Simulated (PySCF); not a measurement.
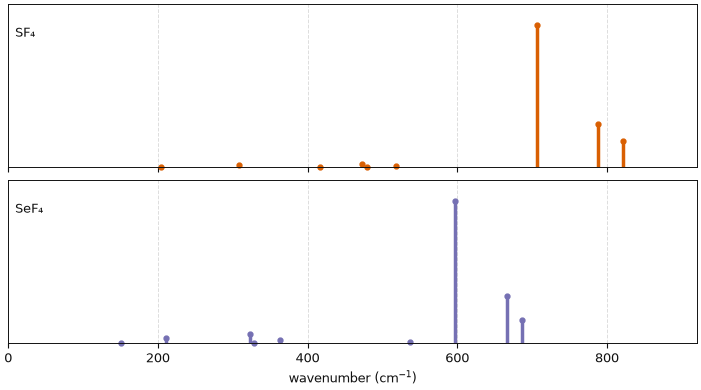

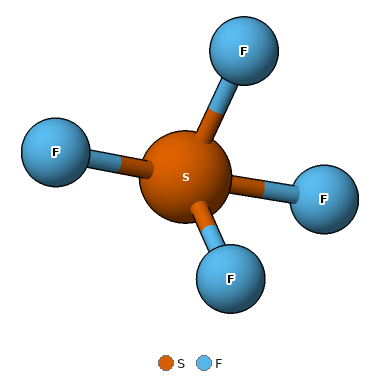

Harmonic infrared lines of SF₄ and SeF₄, all C2v singlets, each the lowest point that its search found (SF₄ is drawn); the central atom changes down one group of the periodic table. PBE/def2-TZVP, PySCF 2.14.0, unscaled, no spin-orbit coupling; each panel is scaled to its strongest line, degenerate modes are one line with their intensities summed, and dots on the axis are modes too weak to show or inactive.

Question: How do the bond length and the stretches change along the series?

Answer: Mean bond length: SF₄ 1.636, SeF₄ 1.770 Å, rising down the group. Highest a1 mode: SF₄ 822, SeF₄ 687 cm⁻¹, falling down the group.

Caveats, for all or some of the runs: no scalar relativity.
